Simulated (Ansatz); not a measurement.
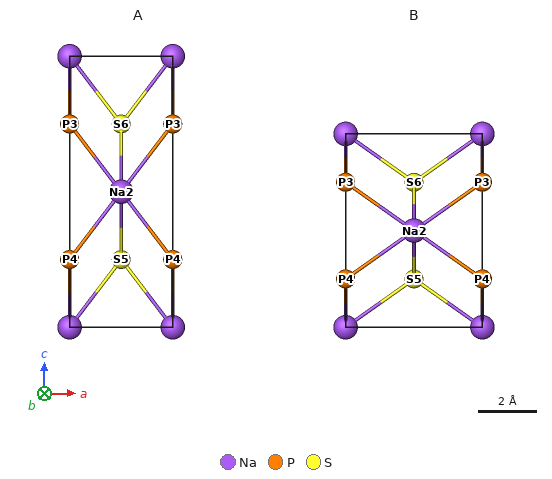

Two geometries of solid NaPS (a generated structure, set up in P4_2/mmc) (coarse preliminary run), drawn at one scale. One is the start of a relaxation, the other its converged end. Style: ball-and-stick. Shown: the cell of the calculation, along the b axis.

Method: DFT PBE, scalar-relativistic, plane waves, PAW (Ansatz). (plane-wave cutoff 420 eV; k-point mesh 4 × 4 × 4; occupations gaussian; smearing width 0.1 eV; no spin polarisation; cell and atoms relaxed; force threshold 0.04 eV/Å; at most 70 steps)

**Which one is relaxed?**

Structure A is the relaxed one. No atom moves by more than 0.005 Å relative to the cell. The drawn cell changes as follows: a = b 4.747 → 3.580 Å (−24.6 %), c 6.713 → 9.410 Å (+40.2 %); the volume changes by −20.3 %. Some distances before and after: P–S 3.357 → 2.532 Å, Na–S 2.907 → 2.956 Å, Na–P 2.907 → 2.956 Å. Among the angles between lasting bonds that change: Na–S–Na 109.5° → 74.5°, Na–P–Na 109.5° → 74.5°, Na–S–Na 109.5° → 129.3°. The space group stays P4_2/mmc (No. 131). Over 11 accepted moves (13 points after the start) the energy falls by 4.238 eV per cell of the calculation. All forces vanish by symmetry, so only the cell relaxes. The pressure goes from −5.59 to −0.08 GPa. The SCF was repeated twice at an unchanged geometry on a basis and grid sized afresh for the cell, which shifted the energy by 0.159 eV per cell of the calculation at most. The run took 120 s on 1 thread of Arm Neoverse N1, on a shared host, peak memory 0.39 GiB.
